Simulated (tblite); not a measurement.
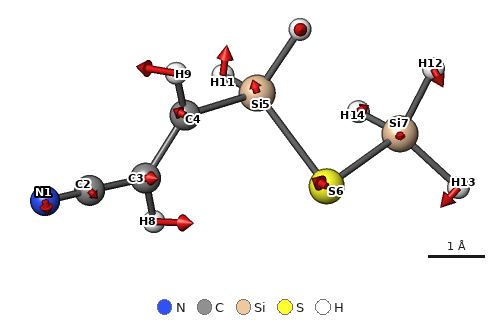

This is a relaxation of C₃H₇NSSi₂. The starting structure is drawn; red arrows show the displacements, at their true length. The two geometries are superimposed by the best rigid fit.

The picture is a ball-and-stick view, seen from a free direction.

Level of theory: GFN2-xTB geometry optimisation, gas phase in tblite 0.8.0. 

> Atoms of which element are displaced furthest, and by how much?

Hydrogen: up to 0.94 Å, against 0.40 Å for sulfur.

> What happened in the run?

An H atom moves most after the best rigid fit: 0.94 Å. Largest moves by element: H 0.94 Å, S 0.40 Å, C 0.31 Å, N 0.30 Å, Si 0.27 Å. Near-neighbour distances that change, for instance: C–Si 1.829 → 1.877 Å, H–Si 1.490 → 1.451 Å, C–C 1.438 → 1.408 Å, S–Si 2.121 → 2.149 Å. Bond angles that change, for instance: Si–S–Si 94.4° → 103.7°, S–Si–H 108.2° → 102.7°, H–Si–H 109.6° → 113.5°. Groups turn about C–Si by about 45°. The energy falls by 20.7 kJ/mol in 130 geometry steps. Cost: 1.8 s on 1 thread of Arm Neoverse N1 (shared host).
